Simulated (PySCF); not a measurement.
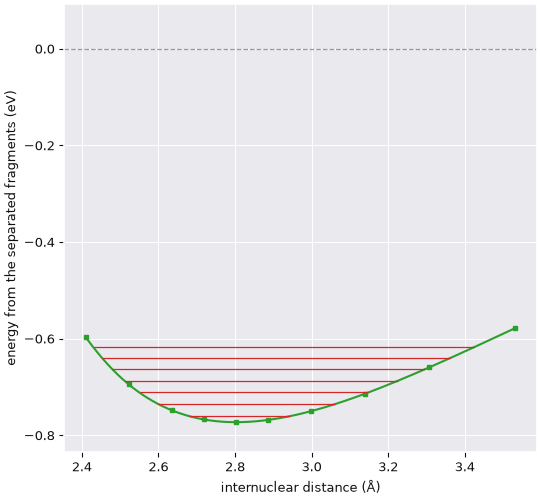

Bond curve of GaB⁺, doublet (excess alpha electrons: σ +1). B2PLYP/cc-pVTZ(-PP) (ECP) in PySCF 2.14.0, UKS. One reference determinant with the occupation held, the lowest that a PBE0 search over spins and occupations found; no spin-orbit coupling. Zero is the separated fragments in their ground configurations, without counterpoise. The fragments are Ga⁺ + B. 2 further points of the run are not drawn. Horizontal lines: vibrational levels from ωe and ωexe, starting at v = 0.

### What constants does a Dunham fit to the curve give (main isotopes)?

re = 2.803 Å, ωe = 204 cm⁻¹, ωexe = 1.7 cm⁻¹, De = 0.77 eV, Be = 0.226 cm⁻¹.

### How much does zero-point motion take off the well depth?

0.013 eV (102 cm⁻¹): De = 0.77 eV, D0 = 0.76 eV.

Note: dipole, levels and charges come from the SCF part of the double hybrid; lowest determinant of a PBE0 search, another state may lie lower.
